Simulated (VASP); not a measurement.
Band structure of BeS (zinc blende). Calculation: PW91 GGA, VASP's PBE PAW potentials (set 64) (plane waves; VASP).

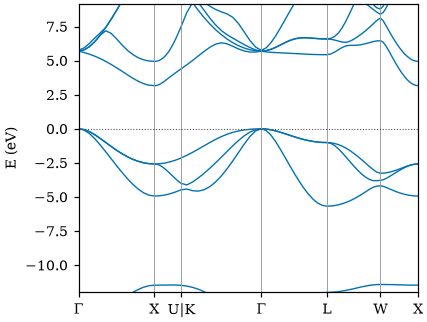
Fig. 1. Bands along high-symmetry lines, zero at the valence-band maximum or, without a gap, the Fermi level

Read the plot: is there a gap, and where are the band edges?

The gap is indirect, 3.16 eV, from the valence maximum at Γ to the conduction minimum at X. (Edges off the drawn lines would not show.)

The compound is BeS in the zinc blende structure. It was relaxed first.
